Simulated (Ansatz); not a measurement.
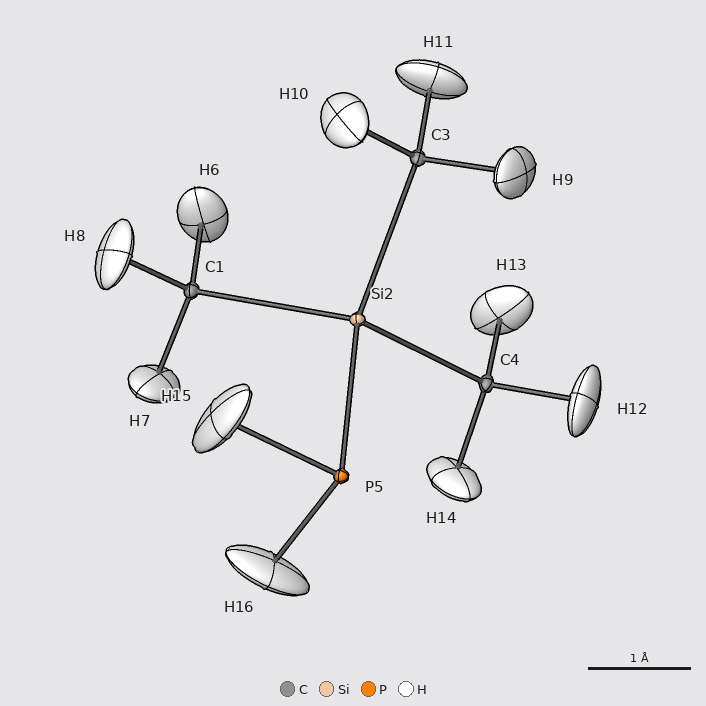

Displacement ellipsoids at the 50 % level, from the internal vibrations of the free molecule (harmonic, no overall translation or rotation; no half-axis is drawn under 0.075 Å). Vibrations computed with RKS PBE0-D4/def2-TZVP (Ansatz 0.2.0). Temperature: 100 K.

> Which atom moves most?

H15, H16, with U_eq = 0.0431 Å².

> Does H15 move more along its bond or across it?

Across it: the root-mean-square amplitude is 0.088 Å along the bond and up to 0.302 Å across, since bending and torsion are softer than stretching.

List U_eq and the three principal root-mean-square amplitudes for each kind of atom.

```csv
atom,U_eq (Å²),rms amplitudes (Å)
C1,0.0029,"0.046, 0.051, 0.064"
Si2,0.0012,"0.032, 0.035, 0.036"
"C3, C4",0.0030,"0.046, 0.051, 0.067"
P5,0.0011,"0.030, 0.032, 0.035"
H6,0.0286,"0.092, 0.157, 0.230"
"H7, H8",0.0292,"0.085, 0.158, 0.235"
"H9, H12",0.0298,"0.085, 0.159, 0.239"
"H10, H14",0.0303,"0.086, 0.159, 0.241"
"H11, H13",0.0297,"0.094, 0.158, 0.236"
"H15, H16",0.0431,"0.087, 0.174, 0.302"
```
